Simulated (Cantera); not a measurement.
Feed: 1 mol Cu, 0.14 mol CO, equilibrated at 0.0100 bar.

These are equilibrium values from Cantera (NASA tables, ideal gas, pure condensed phases), not measurements of a reactor. Candidate condensed phases: C, Cu, CuO, Cu2O; 15 gas species. Kinetics and transport are ignored.

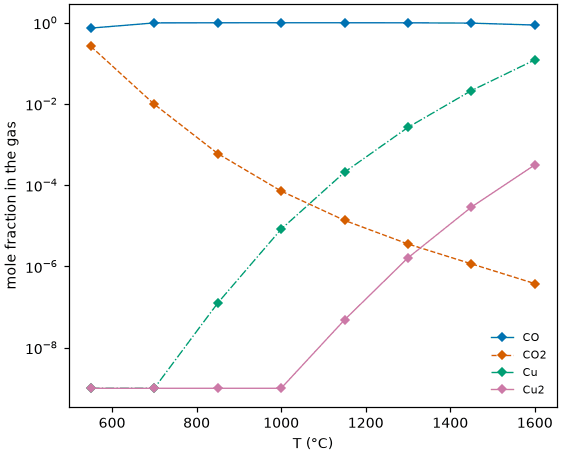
Figure. Equilibrium gas composition (values under 1e-9 drawn at 1e-9)

From 550 °C to 850 °C the condensed part is C(graphite) + Cu(s). At 1000 °C the condensed part is Cu(s). From 1150 °C to 1600 °C the condensed part is Cu(l).
